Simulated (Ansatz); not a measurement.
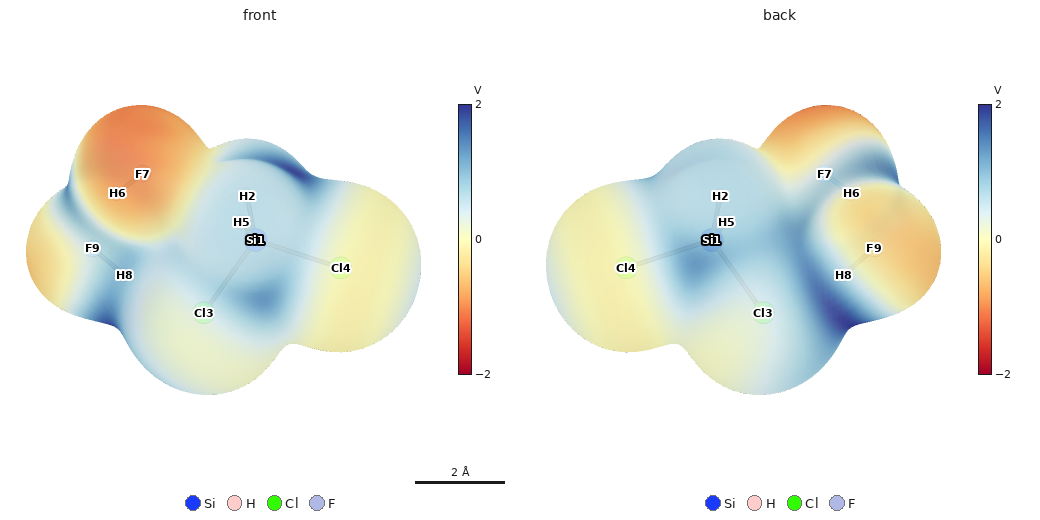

Figure. Cl₂H₂Si···HF···HF. The molecular electrostatic potential painted on the density surface at 0.002 e/bohr³, seen from the front and from behind; the colour scale runs from red (negative) to blue (positive).

The reactant side of a reaction path; geometry: PBE0-D4/def2-TZVP.

Level of theory: RKS PBE0-D4/def2-TZVPP (Ansatz 0.2.0).

The calculation's input:

```
crystal:
  periodic: [false, false, false]
  atoms:
    - {symbol: Si, position_ang: [-1.255463, 0.351316, -0.487100]}
    - {symbol: H, position_ang: [-1.150261, 0.748560, 0.923647]}
    - {symbol: Cl, position_ang: [-0.434893, -1.553755, -0.670411]}
    - {symbol: Cl, position_ang: [-3.230095, 0.182212, -0.972063]}
    - {symbol: H, position_ang: [-0.602942, 1.225215, -1.470204]}
    - {symbol: H, position_ang: [1.877583, 0.472940, 0.687030]}
    - {symbol: F, position_ang: [1.480847, 1.234182, 0.313924]}
    - {symbol: H, position_ang: [1.288956, -1.487928, 0.593484]}
    - {symbol: F, position_ang: [2.026169, -1.172742, 1.081692]}
basis:
  gaussian: {orbitals: def2-TZVPP}
hamiltonian: {xc: pbe0, dispersion: d4}
output: {orbitals: {seedname: orbitals}}
```

Command:

```sh
ansatz run in.yaml --threads 8 --pin off --events-out ev --progress --plain --max-ram 19148MiB
```

Q: Where is the surface potential most negative and most positive?

A: The most negative region (about −1.1 V) lies over F7, the most positive (about +1.9 V) over Si1 and H8. Cl3 shows a σ-hole: about +0.9 V at the tip opposite its bond, against about +0.3 V on its flanks. Cl4 shows a σ-hole: about +0.4 V at the tip opposite its bond, against about 0.0 V on its flanks.
